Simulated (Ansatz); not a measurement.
# H2S (triplet): PBE, r2SCAN, PBE0 over a scan of the distance H1–H2 along a hydrogen transfer, cc-pVTZ, part 2 of 2

Ansatz 0.2.0, Gaussian basis; cc-pVTZ, all electrons in the functionals. The steps go on from the part before.

## (17) r2SCAN, 1.190 Å

in.yaml reads:

```yaml
crystal:
  periodic: [false, false, false]
  atoms:
    - {symbol: H, position_ang: [0.000000, 0.000000, -1.312667]}
    - {symbol: H, position_ang: [0.000000, 0.000000, -0.122667]}
    - {symbol: S, position_ang: [0.000000, 0.000000, 1.435333]}
basis:
  gaussian: {orbitals: cc-pVTZ}
magnetization: {spin_polarized: true, initial_magnetization: 2}
hamiltonian: {xc: {name: r2SCAN}}
```

Launch:

```console
$ ansatz run in.yaml --threads 1 --pin off --events-out ev --progress --plain --max-ram 2393MiB
```

Output, cut to the lines that bear on the results:

```text
Functional definition: r2SCAN
  name "r2SCAN"
  cite "Furness, Kaplan, Ning, Perdew & Sun, J. Phys. Chem. Lett. 11, 8208 (2020) doi:10.1021/acs.jpclett.0c02405"
  cite "Furness, Kaplan, Ning, Perdew & Sun, J. Phys. Chem. Lett. 11, 9248 (2020) doi:10.1021/acs.jpclett.0c03077"
  parent r2scan
[...]
388 factors; their error is unknown
[...]
mean field -10863.70543598 eV, -399.2338110881 hartree, gradient 4.2e-5 eV, S^2 2.018250; 4 other end points of the search recorded, 0 dependent functions left out
reference -10863.70544519 eV, -399.2338114268 hartree; 10, 8 occupied and 52, 54 virtual orbitals, 388 factors
Total energy: -10863.70544519 eV, -399.2338114268 hartree
```

Run time: 3.7 s. Hardware: 1 thread of Arm Neoverse V2, shared host.

From the report: ⟨S²⟩ of the determinant 2.018 (pure triplet: 2.00).

From 0.745 Å: +13.8 kcal/mol.

## (18) r2SCAN, 1.279 Å

in.yaml reads:

```yaml
crystal:
  periodic: [false, false, false]
  atoms:
    - {symbol: H, position_ang: [0.000000, 0.000000, -1.342333]}
    - {symbol: H, position_ang: [0.000000, 0.000000, -0.063333]}
    - {symbol: S, position_ang: [0.000000, 0.000000, 1.405667]}
basis:
  gaussian: {orbitals: cc-pVTZ}
magnetization: {spin_polarized: true, initial_magnetization: 2}
hamiltonian: {xc: {name: r2SCAN}}
```

Launched as before.

Output, cut to the lines that bear on the results:

```text
Functional definition: r2SCAN
  name "r2SCAN"
  cite "Furness, Kaplan, Ning, Perdew & Sun, J. Phys. Chem. Lett. 11, 8208 (2020) doi:10.1021/acs.jpclett.0c02405"
  cite "Furness, Kaplan, Ning, Perdew & Sun, J. Phys. Chem. Lett. 11, 9248 (2020) doi:10.1021/acs.jpclett.0c03077"
  parent r2scan
[...]
388 factors; their error is unknown
[...]
mean field -10863.71486572 eV, -399.2341576248 hartree, gradient 2.7e-5 eV, S^2 2.013983; 1 other end points of the search recorded, 0 dependent functions left out
reference -10863.71487506 eV, -399.2341579682 hartree; 10, 8 occupied and 52, 54 virtual orbitals, 388 factors
Total energy: -10863.71487506 eV, -399.2341579682 hartree
```

It took 2 s on 1 thread of Arm Neoverse V2, shared host.

From the report: ⟨S²⟩ of the determinant 2.014 (pure triplet: 2.00).

From 0.745 Å: +13.6 kcal/mol.

## (19) r2SCAN, 1.368 Å

in.yaml reads:

```yaml
crystal:
  periodic: [false, false, false]
  atoms:
    - {symbol: H, position_ang: [0.000000, 0.000000, -1.372000]}
    - {symbol: H, position_ang: [0.000000, 0.000000, -0.004000]}
    - {symbol: S, position_ang: [0.000000, 0.000000, 1.376000]}
basis:
  gaussian: {orbitals: cc-pVTZ}
magnetization: {spin_polarized: true, initial_magnetization: 2}
hamiltonian: {xc: {name: r2SCAN}}
output: {forces: true}
```

Launched as before.

Output:

```text
Functional definition: r2SCAN
  name "r2SCAN"
  cite "Furness, Kaplan, Ning, Perdew & Sun, J. Phys. Chem. Lett. 11, 8208 (2020) doi:10.1021/acs.jpclett.0c02405"
  cite "Furness, Kaplan, Ning, Perdew & Sun, J. Phys. Chem. Lett. 11, 9248 (2020) doi:10.1021/acs.jpclett.0c03077"
  parent r2scan
  parameter k0 = 0.174
  parameter k1 = 0.065
  parameter a1 = 4.9479
  exchange = r2scan_x(k0 = k0, k1 = k1, a1 = a1)
  correlation = r2scan_c
388 factors; their error is unknown
mean field evaluation 1: about -10863.2671 eV, gradient 7.2e0 eV
mean field evaluation 2: about -10863.5708 eV, gradient 4.9e0 eV
mean field evaluation 4: about -10863.7172 eV, gradient 2.7e-1 eV
mean field evaluation 8: about -10863.7009 eV, gradient 9.5e-2 eV
mean field evaluation 16: about -10863.3544 eV, gradient 6.7e0 eV
mean field -10863.70091955 eV, -399.2336451125 hartree, gradient 1.9e-5 eV, S^2 2.010602; 1 other end points of the search recorded, 0 dependent functions left out
the calculation of the forces begins
reference -10863.70092900 eV, -399.2336454599 hartree; 10, 8 occupied and 52, 54 virtual orbitals, 388 factors
Total energy: -10863.70092900 eV, -399.2336454599 hartree
Atom 0 at     0.000000     0.000000    -1.372000 Å, force    -0.000000    -0.000000     0.175227 eV/Å
Atom 1 at     0.000000     0.000000    -0.004000 Å, force     0.000000     0.000000    -0.610047 eV/Å
Atom 2 at     0.000000     0.000000     1.376000 Å, force    -0.000000    -0.000000     0.434820 eV/Å
Dipole moment:     0.000000    -0.000000    -0.181054 e Å
```

Wall time 2.2 s (1 thread of Arm Neoverse V2, shared host).

From the report: ⟨S²⟩ of the determinant 2.011 (pure triplet: 2.00).

From 0.745 Å: +13.9 kcal/mol.

## (20) PBE0, 0.693 Å

in.yaml reads:

```yaml
crystal:
  periodic: [false, false, false]
  atoms:
    - {symbol: H, position_ang: [0.000000, 0.000000, -1.147000]}
    - {symbol: H, position_ang: [0.000000, 0.000000, -0.454000]}
    - {symbol: S, position_ang: [0.000000, 0.000000, 1.601000]}
basis:
  gaussian: {orbitals: cc-pVTZ}
magnetization: {spin_polarized: true, initial_magnetization: 2}
hamiltonian: {xc: {name: PBE0}}
output: {orbitals: {seedname: orbitals}}
```

Same command.

Output, cut to the lines that bear on the results:

```text
Functional definition: PBE0
  name "PBE0"
  cite "Adamo & Barone, J. Chem. Phys. 110, 6158 (1999) doi:10.1063/1.478522"
  cite "Perdew, Burke & Ernzerhof, Phys. Rev. Lett. 77, 3865 (1996) doi:10.1103/PhysRevLett.77.3865"
  parent pbe
[...]
404 factors; their error is unknown
[...]
mean field -10861.18494004 eV, -399.1411845709 hartree, gradient 1.5e-5 eV, S^2 2.005518; 1 other end points of the search recorded, 0 dependent functions left out
reference -10861.18495961 eV, -399.1411852900 hartree; 10, 8 occupied and 52, 54 virtual orbitals, 404 factors
Total energy: -10861.18495961 eV, -399.1411852900 hartree
```

Wall time 1.5 s (1 thread of Arm Neoverse V2, shared host).

From the report: ⟨S²⟩ of the determinant 2.006 (pure triplet: 2.00).

## (21) PBE0, 0.745 Å

in.yaml reads:

```yaml
crystal:
  periodic: [false, false, false]
  atoms:
    - {symbol: H, position_ang: [0.000000, 0.000000, -1.164333]}
    - {symbol: H, position_ang: [0.000000, 0.000000, -0.419333]}
    - {symbol: S, position_ang: [0.000000, 0.000000, 1.583667]}
basis:
  gaussian: {orbitals: cc-pVTZ}
magnetization: {spin_polarized: true, initial_magnetization: 2}
hamiltonian: {xc: {name: PBE0}}
output: {orbitals: {seedname: orbitals}}
```

The command is unchanged.

Output, cut to the lines that bear on the results:

```text
Functional definition: PBE0
  name "PBE0"
  cite "Adamo & Barone, J. Chem. Phys. 110, 6158 (1999) doi:10.1063/1.478522"
  cite "Perdew, Burke & Ernzerhof, Phys. Rev. Lett. 77, 3865 (1996) doi:10.1103/PhysRevLett.77.3865"
  parent pbe
[...]
404 factors; their error is unknown
[...]
mean field -10861.24384821 eV, -399.1433494063 hartree, gradient 1.1e-5 eV, S^2 2.006085; 1 other end points of the search recorded, 0 dependent functions left out
reference -10861.24386808 eV, -399.1433501364 hartree; 10, 8 occupied and 52, 54 virtual orbitals, 404 factors
Total energy: -10861.24386808 eV, -399.1433501364 hartree
```

Run time: 1.5 s. Hardware: 1 thread of Arm Neoverse V2, shared host.

From the report: ⟨S²⟩ of the determinant 2.006 (pure triplet: 2.00).

## (22) PBE0, 0.834 Å

in.yaml reads:

```yaml
crystal:
  periodic: [false, false, false]
  atoms:
    - {symbol: H, position_ang: [0.000000, 0.000000, -1.194000]}
    - {symbol: H, position_ang: [0.000000, 0.000000, -0.360000]}
    - {symbol: S, position_ang: [0.000000, 0.000000, 1.554000]}
basis:
  gaussian: {orbitals: cc-pVTZ}
magnetization: {spin_polarized: true, initial_magnetization: 2}
hamiltonian: {xc: {name: PBE0}}
output: {forces: true, orbitals: {seedname: orbitals}}
```

Same command.

Output, cut to the lines that bear on the results:

```text
Functional definition: PBE0
  name "PBE0"
  cite "Adamo & Barone, J. Chem. Phys. 110, 6158 (1999) doi:10.1063/1.478522"
  cite "Perdew, Burke & Ernzerhof, Phys. Rev. Lett. 77, 3865 (1996) doi:10.1103/PhysRevLett.77.3865"
  parent pbe
[...]
404 factors; their error is unknown
[...]
mean field -10861.15692931 eV, -399.1401551954 hartree, gradient 3.7e-6 eV, S^2 2.008062; 1 other end points of the search recorded, 0 dependent functions left out
[...]
reference -10861.15694974 eV, -399.1401559463 hartree; 10, 8 occupied and 52, 54 virtual orbitals, 404 factors
Total energy: -10861.15694974 eV, -399.1401559463 hartree
Atom 0 at     0.000000     0.000000    -1.194000 Å, force    -0.000000    -0.000000     1.473352 eV/Å
Atom 1 at     0.000000     0.000000    -0.360000 Å, force     0.000000     0.000000    -1.845862 eV/Å
Atom 2 at     0.000000     0.000000     1.554000 Å, force    -0.000000    -0.000000     0.372510 eV/Å
Dipole moment:    -0.000000     0.000000    -0.087989 e Å
```

Wall time 1.5 s (1 thread of Arm Neoverse V2, shared host).

From the report: ⟨S²⟩ of the determinant 2.008 (pure triplet: 2.00).

From 0.745 Å: +2.0 kcal/mol.

## (23) PBE0, 0.923 Å

in.yaml reads:

```yaml
crystal:
  periodic: [false, false, false]
  atoms:
    - {symbol: H, position_ang: [0.000000, 0.000000, -1.223667]}
    - {symbol: H, position_ang: [0.000000, 0.000000, -0.300667]}
    - {symbol: S, position_ang: [0.000000, 0.000000, 1.524333]}
basis:
  gaussian: {orbitals: cc-pVTZ}
magnetization: {spin_polarized: true, initial_magnetization: 2}
hamiltonian: {xc: {name: PBE0}}
output: {orbitals: {seedname: orbitals}}
```

Same command.

Output, cut to the lines that bear on the results:

```text
Functional definition: PBE0
  name "PBE0"
  cite "Adamo & Barone, J. Chem. Phys. 110, 6158 (1999) doi:10.1063/1.478522"
  cite "Perdew, Burke & Ernzerhof, Phys. Rev. Lett. 77, 3865 (1996) doi:10.1103/PhysRevLett.77.3865"
  parent pbe
[...]
404 factors; their error is unknown
[...]
mean field -10860.95610106 eV, -399.1327748936 hartree, gradient 1.4e-5 eV, S^2 2.012030; 1 other end points of the search recorded, 0 dependent functions left out
reference -10860.95612202 eV, -399.1327756638 hartree; 10, 8 occupied and 52, 54 virtual orbitals, 404 factors
Total energy: -10860.95612202 eV, -399.1327756638 hartree
```

It took 0.81 s on 1 thread of Arm Neoverse V2, shared host.

From the report: ⟨S²⟩ of the determinant 2.012 (pure triplet: 2.00).

From 0.745 Å: +6.6 kcal/mol.

## (24) PBE0, 1.012 Å

in.yaml reads:

```yaml
crystal:
  periodic: [false, false, false]
  atoms:
    - {symbol: H, position_ang: [0.000000, 0.000000, -1.253333]}
    - {symbol: H, position_ang: [0.000000, 0.000000, -0.241333]}
    - {symbol: S, position_ang: [0.000000, 0.000000, 1.494667]}
basis:
  gaussian: {orbitals: cc-pVTZ}
magnetization: {spin_polarized: true, initial_magnetization: 2}
hamiltonian: {xc: {name: PBE0}}
output: {forces: true, orbitals: {seedname: orbitals}}
```

Launched as before.

Output, cut to the lines that bear on the results:

```text
Functional definition: PBE0
  name "PBE0"
  cite "Adamo & Barone, J. Chem. Phys. 110, 6158 (1999) doi:10.1063/1.478522"
  cite "Perdew, Burke & Ernzerhof, Phys. Rev. Lett. 77, 3865 (1996) doi:10.1103/PhysRevLett.77.3865"
  parent pbe
[...]
404 factors; their error is unknown
[...]
mean field -10860.74703103 eV, -399.1250917118 hartree, gradient 1.6e-5 eV, S^2 2.017559; 1 other end points of the search recorded, 0 dependent functions left out
[...]
reference -10860.74705228 eV, -399.1250924926 hartree; 10, 8 occupied and 52, 54 virtual orbitals, 404 factors
Total energy: -10860.74705228 eV, -399.1250924926 hartree
Atom 0 at     0.000000     0.000000    -1.253333 Å, force     0.000000    -0.000000     2.370297 eV/Å
Atom 1 at     0.000000     0.000000    -0.241333 Å, force    -0.000000     0.000000    -2.086624 eV/Å
Atom 2 at     0.000000     0.000000     1.494667 Å, force     0.000000    -0.000000    -0.283674 eV/Å
Dipole moment:     0.000000    -0.000000    -0.131687 e Å
```

Run time: 0.93 s. Hardware: 1 thread of Arm Neoverse V2, shared host.

From the report: ⟨S²⟩ of the determinant 2.018 (pure triplet: 2.00).

From 0.745 Å: +11.5 kcal/mol.

## (25) PBE0, 1.101 Å

in.yaml reads:

```yaml
crystal:
  periodic: [false, false, false]
  atoms:
    - {symbol: H, position_ang: [0.000000, 0.000000, -1.283000]}
    - {symbol: H, position_ang: [0.000000, 0.000000, -0.182000]}
    - {symbol: S, position_ang: [0.000000, 0.000000, 1.465000]}
basis:
  gaussian: {orbitals: cc-pVTZ}
magnetization: {spin_polarized: true, initial_magnetization: 2}
hamiltonian: {xc: {name: PBE0}}
output: {orbitals: {seedname: orbitals}}
```

Same command.

Output, cut to the lines that bear on the results:

```text
Functional definition: PBE0
  name "PBE0"
  cite "Adamo & Barone, J. Chem. Phys. 110, 6158 (1999) doi:10.1063/1.478522"
  cite "Perdew, Burke & Ernzerhof, Phys. Rev. Lett. 77, 3865 (1996) doi:10.1103/PhysRevLett.77.3865"
  parent pbe
[...]
404 factors; their error is unknown
[...]
mean field -10860.60285032 eV, -399.1197931683 hartree, gradient 1.9e-5 eV, S^2 2.020975; 1 other end points of the search recorded, 0 dependent functions left out
reference -10860.60287154 eV, -399.1197939482 hartree; 10, 8 occupied and 52, 54 virtual orbitals, 404 factors
Total energy: -10860.60287154 eV, -399.1197939482 hartree
```

Wall time 0.75 s (1 thread of Arm Neoverse V2, shared host).

From the report: ⟨S²⟩ of the determinant 2.021 (pure triplet: 2.00).

From 0.745 Å: +14.8 kcal/mol.

## (26) PBE0, 1.190 Å

in.yaml reads:

```yaml
crystal:
  periodic: [false, false, false]
  atoms:
    - {symbol: H, position_ang: [0.000000, 0.000000, -1.312667]}
    - {symbol: H, position_ang: [0.000000, 0.000000, -0.122667]}
    - {symbol: S, position_ang: [0.000000, 0.000000, 1.435333]}
basis:
  gaussian: {orbitals: cc-pVTZ}
magnetization: {spin_polarized: true, initial_magnetization: 2}
hamiltonian: {xc: {name: PBE0}}
output: {orbitals: {seedname: orbitals}}
```

Same command.

Output, cut to the lines that bear on the results:

```text
Functional definition: PBE0
  name "PBE0"
  cite "Adamo & Barone, J. Chem. Phys. 110, 6158 (1999) doi:10.1063/1.478522"
  cite "Perdew, Burke & Ernzerhof, Phys. Rev. Lett. 77, 3865 (1996) doi:10.1103/PhysRevLett.77.3865"
  parent pbe
[...]
404 factors; their error is unknown
[...]
mean field -10860.55160139 eV, -399.1179098048 hartree, gradient 1.8e-5 eV, S^2 2.018861; 1 other end points of the search recorded, 0 dependent functions left out
reference -10860.55162247 eV, -399.1179105795 hartree; 10, 8 occupied and 52, 54 virtual orbitals, 404 factors
Total energy: -10860.55162247 eV, -399.1179105795 hartree
```

Wall time 0.75 s (1 thread of Arm Neoverse V2, shared host).

From the report: ⟨S²⟩ of the determinant 2.019 (pure triplet: 2.00).

From 0.745 Å: +16.0 kcal/mol.

Orbitals, density, ELF and potential are computed afterwards from the orbital file.

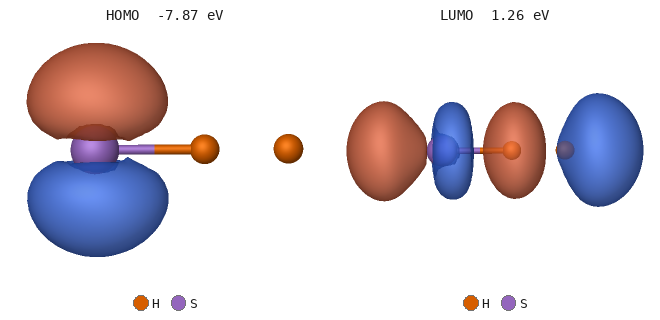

PBE0/cc-pVTZ orbitals (alpha spin) near the gap, drawn at the value that encloses 70 % of each; the two colours are the two signs.

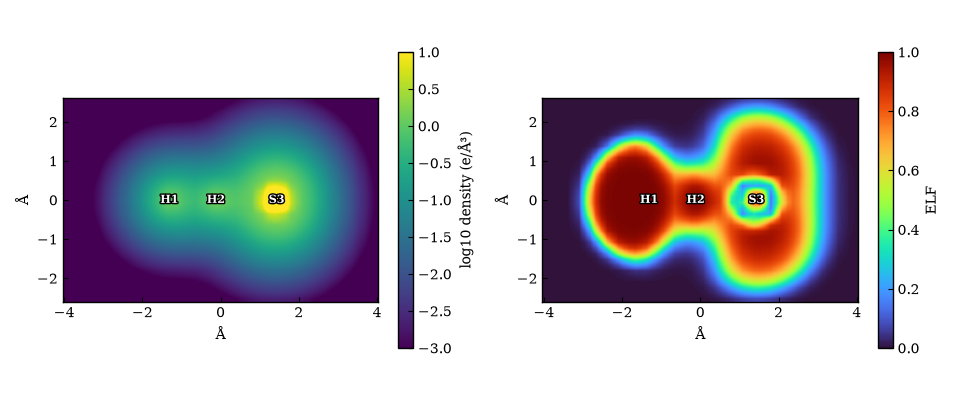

Density (left) and ELF (right) in a plane through or near 3 of the atoms.

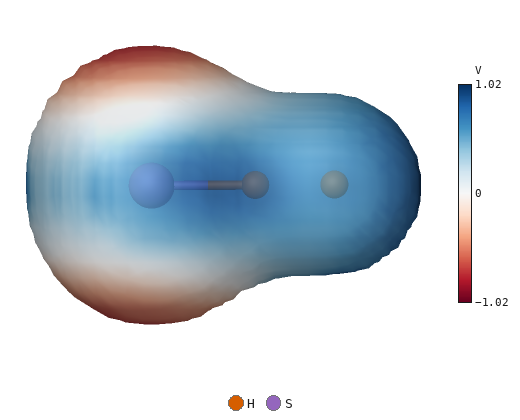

The potential that a unit positive charge feels on the 0.002 e/bohr³ surface, from the 1st to the 99th percentile, from -0.72 V near S3 to 1.02 V near H1.

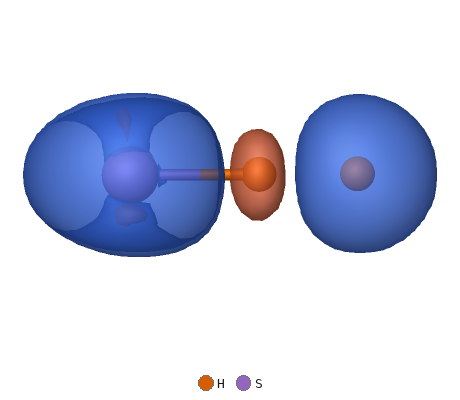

Spin density at ±0.04 e/Å³ (alpha excess blue, beta excess red).

## (27) PBE0, 1.279 Å

in.yaml reads:

```yaml
crystal:
  periodic: [false, false, false]
  atoms:
    - {symbol: H, position_ang: [0.000000, 0.000000, -1.342333]}
    - {symbol: H, position_ang: [0.000000, 0.000000, -0.063333]}
    - {symbol: S, position_ang: [0.000000, 0.000000, 1.405667]}
basis:
  gaussian: {orbitals: cc-pVTZ}
magnetization: {spin_polarized: true, initial_magnetization: 2}
hamiltonian: {xc: {name: PBE0}}
output: {orbitals: {seedname: orbitals}}
```

Launched as before.

Output, cut to the lines that bear on the results:

```text
Functional definition: PBE0
  name "PBE0"
  cite "Adamo & Barone, J. Chem. Phys. 110, 6158 (1999) doi:10.1063/1.478522"
  cite "Perdew, Burke & Ernzerhof, Phys. Rev. Lett. 77, 3865 (1996) doi:10.1103/PhysRevLett.77.3865"
  parent pbe
[...]
404 factors; their error is unknown
[...]
mean field -10860.56508838 eV, -399.1184054424 hartree, gradient 1.7e-5 eV, S^2 2.013605; 0 other end points of the search recorded, 0 dependent functions left out
reference -10860.56510937 eV, -399.1184062141 hartree; 10, 8 occupied and 52, 54 virtual orbitals, 404 factors
Total energy: -10860.56510937 eV, -399.1184062141 hartree
```

It took 0.75 s on 1 thread of Arm Neoverse V2, shared host.

From the report: ⟨S²⟩ of the determinant 2.014 (pure triplet: 2.00).

From 0.745 Å: +15.7 kcal/mol.

## (28) PBE0, 1.368 Å

in.yaml reads:

```yaml
crystal:
  periodic: [false, false, false]
  atoms:
    - {symbol: H, position_ang: [0.000000, 0.000000, -1.372000]}
    - {symbol: H, position_ang: [0.000000, 0.000000, -0.004000]}
    - {symbol: S, position_ang: [0.000000, 0.000000, 1.376000]}
basis:
  gaussian: {orbitals: cc-pVTZ}
magnetization: {spin_polarized: true, initial_magnetization: 2}
hamiltonian: {xc: {name: PBE0}}
output: {forces: true, orbitals: {seedname: orbitals}}
```

Launched as before.

Output, cut to the lines that bear on the results:

```text
Functional definition: PBE0
  name "PBE0"
  cite "Adamo & Barone, J. Chem. Phys. 110, 6158 (1999) doi:10.1063/1.478522"
  cite "Perdew, Burke & Ernzerhof, Phys. Rev. Lett. 77, 3865 (1996) doi:10.1103/PhysRevLett.77.3865"
  parent pbe
[...]
404 factors; their error is unknown
[...]
mean field -10860.56974011 eV, -399.1185763906 hartree, gradient 1.2e-5 eV, S^2 2.009219; 0 other end points of the search recorded, 0 dependent functions left out
[...]
reference -10860.56976109 eV, -399.1185771616 hartree; 10, 8 occupied and 52, 54 virtual orbitals, 404 factors
Total energy: -10860.56976109 eV, -399.1185771616 hartree
Atom 0 at     0.000000     0.000000    -1.372000 Å, force     0.000000    -0.000000     0.031646 eV/Å
Atom 1 at     0.000000     0.000000    -0.004000 Å, force    -0.000000     0.000000    -0.357183 eV/Å
Atom 2 at     0.000000     0.000000     1.376000 Å, force     0.000000    -0.000000     0.325537 eV/Å
Dipole moment:     0.000000    -0.000000    -0.194340 e Å
```

Run time: 0.84 s. Hardware: 1 thread of Arm Neoverse V2, shared host.

From the report: ⟨S²⟩ of the determinant 2.009 (pure triplet: 2.00).

From 0.745 Å: +15.5 kcal/mol.

## (29) The comparison

The yardstick is UCCSDT(Q), where the cluster series has nearly closed. It and the other wave-function rows come from earlier runs at the same points. Energies in kcal/mol, counted from 0.745 Å; blanks weren't run or aren't comparable.

```csv
level,0.693 Å,0.745 Å,0.834 Å,0.923 Å,1.012 Å,1.101 Å,1.190 Å,1.279 Å,1.368 Å
UCCSDT(Q),0.7,0.0,3.3,9.4,15.6,20.1,21.7,21.2,20.5
PBE,1.8,0.0,1.1,4.8,8.9,11.9,13.4,13.8,14.6
r2SCAN,1.4,0.0,1.8,6.0,10.2,13.0,13.8,13.6,13.9
PBE0,1.4,0.0,2.0,6.6,11.5,14.8,16.0,15.7,15.5
RHF,-0.3,0.0,5.5,14.5,24.8,32.7,30.4,25.2,21.1
UHF,-0.2,0.0,5.0,12.8,20.3,24.9,25.4,23.1,20.5
RMP2,0.4,0.0,3.9,10.9,17.9,21.0,23.2,21.3,19.3
UMP2,0.4,0.0,3.9,10.8,18.0,22.5,22.9,20.7,18.8
RCCSD,0.6,0.0,3.5,9.9,16.6,21.5,23.2,22.4,21.4
RCCSD(T),0.7,0.0,3.3,9.5,15.8,20.2,21.9,21.3,20.6
UCCSD(T),0.7,0.0,3.3,9.5,15.8,20.3,21.9,21.3,20.6
RCCSDT(Q),0.7,0.0,3.3,9.4,15.6,20.1,21.7,21.2,20.5
CASSCF valence,0.7,0.0,3.5,9.9,16.6,21.2,22.6,21.5,20.1
NEVPT2 valence,0.8,0.0,3.1,8.9,14.9,19.0,20.3,19.7,18.9
MRCISD+Q valence,0.6,0.0,3.4,9.5,15.8,20.3,22.0,21.4,20.7
```

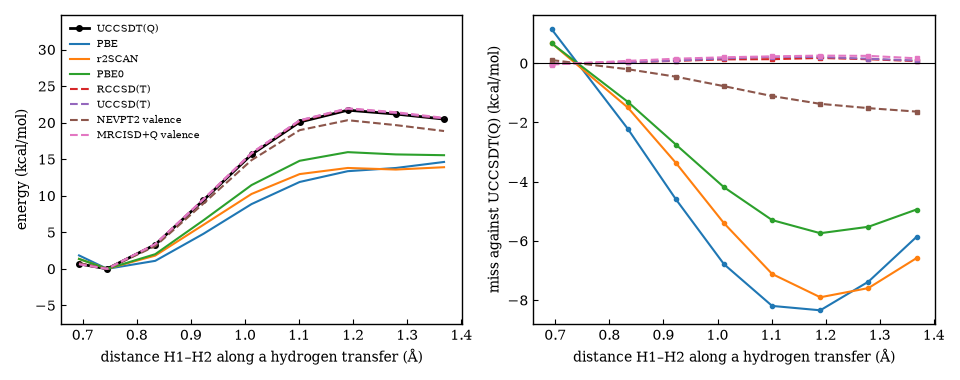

Left: the curves (the axis may cut off levels that run far away). Right: misses against UCCSDT(Q), in the same colours.

Largest miss and mean time a point (UCCSDT(Q) took 42 s a point; shared hosts):

```csv
level,largest miss (kcal/mol),where,time a point
PBE,-8.3,1.190 Å,1.8 s
r2SCAN,-7.9,1.190 Å,4.3 s
PBE0,-5.7,1.190 Å,1 s
RHF,+12.6,1.101 Å,
UHF,+4.8,1.101 Å,
RMP2,+2.3,1.012 Å,
UMP2,+2.4,1.101 Å,
RCCSD,+1.5,1.190 Å,
RCCSD(T),+0.2,1.190 Å,4 s
UCCSD(T),+0.2,1.101 Å,3.8 s
RCCSDT(Q),0.0,1.368 Å,47 s
CASSCF valence,+1.1,1.101 Å,
NEVPT2 valence,-1.6,1.368 Å,1.1 s
MRCISD+Q valence,+0.3,1.190 Å,1.6 s
```

## (30) Outcome

The summary covers parts 1 to 2.

| quantity | value |
| --- | --- |
| span of the UCCSDT(Q) curve | 21.7 kcal/mol |
| largest miss, PBE | -8.3 kcal/mol (1.190 Å) |
| largest miss, r2SCAN | -7.9 kcal/mol (1.190 Å) |
| largest miss, PBE0 | -5.7 kcal/mol (1.190 Å) |
| largest miss, RCCSD(T) | +0.2 kcal/mol (1.190 Å) |
| largest miss, UCCSD(T) | +0.2 kcal/mol (1.101 Å) |

What this shows: Of the functionals, PBE0 keep the smallest largest miss at the points compared (at most 5.7 kcal/mol) and PBE strays most (8.3 kcal/mol, at 1.190 Å). Functionals and the yardstick converge differently with the basis, so part of each miss in cc-pVTZ is the basis.
